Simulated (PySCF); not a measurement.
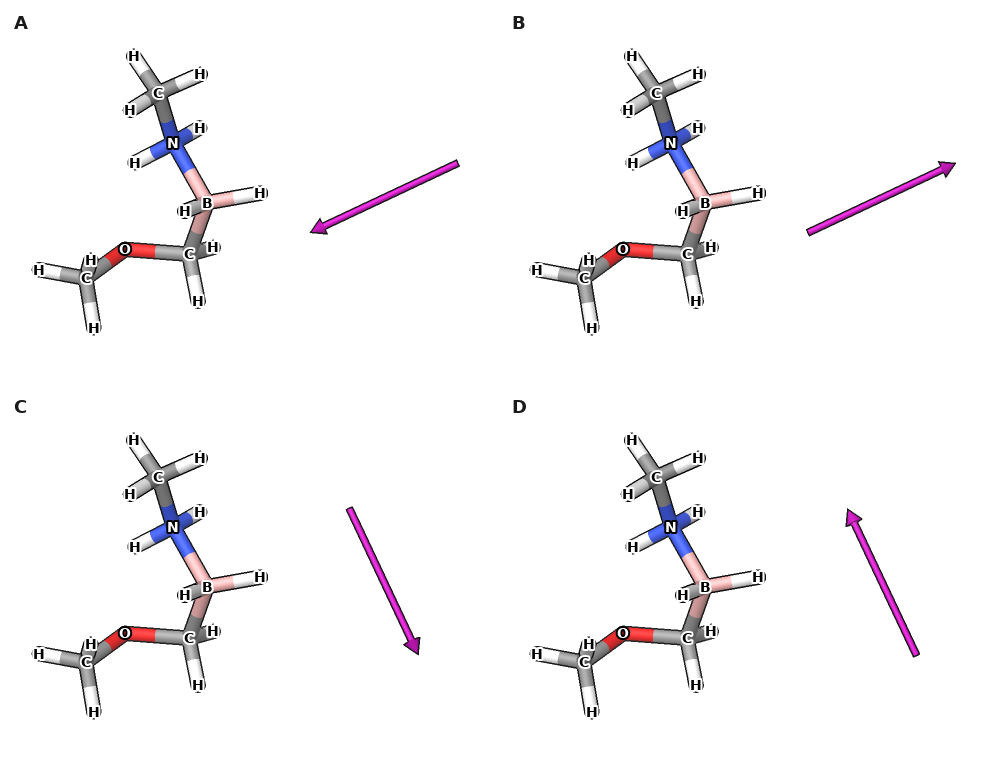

The same molecule four times, each with an arrow. Computed geometry: GFN2-xTB optimisation. No frequency run is at hand to confirm it as a minimum. Level of theory: CAM-B3LYP/def2-SVPD, gas phase (PySCF 2.14.0).

> Which arrow points along the dipole moment, from the negative to the positive end?

D. The dipole moment is 3.63 D.

The geometry is semi-empirical. Around B such bond lengths and angles can be off by a tenth of an ångström or more and by several degrees, and values that hang on the shape move with them.
